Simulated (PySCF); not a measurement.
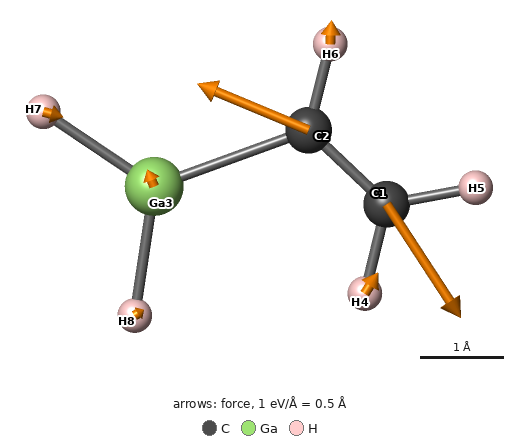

Starting geometry of C2H5Ga with the computed forces as orange arrows. The picture is a ball-and-stick view, seen face on.

The start comes from GFN2-xTB. Its atoms were then displaced at random by about 0.01 Å.

All numbers below come from PySCF, PBE0-D3(BJ)/def2-SVP geometry optimisation, gas phase. 

**What follows when this structure is relaxed?**

It isn't relaxed: the largest force vector, on C1, is 3.29 eV/Å. The final displacements have little in common with the starting forces (cosine between the two patterns 0.24). Over 5 geometry steps the energy falls by 3.12 kcal/mol. H7 moves most after the best rigid fit: 0.13 Å. Largest moves by element: H 0.13 Å, C 0.09 Å, Ga 0.04 Å. Near-neighbour distances that change, for instance: C2–Ga3 1.996 → 1.952 Å, C1–C2 1.298 → 1.342 Å, Ga3–H7 1.612 → 1.572 Å, C1–H4 1.117 → 1.097 Å. Bond angles that change, for instance: H7–Ga3–H8 115.2° → 121.3°, C1–C2–Ga3 116.1° → 120.8°, C2–Ga3–H7 125.8° → 121.7°.
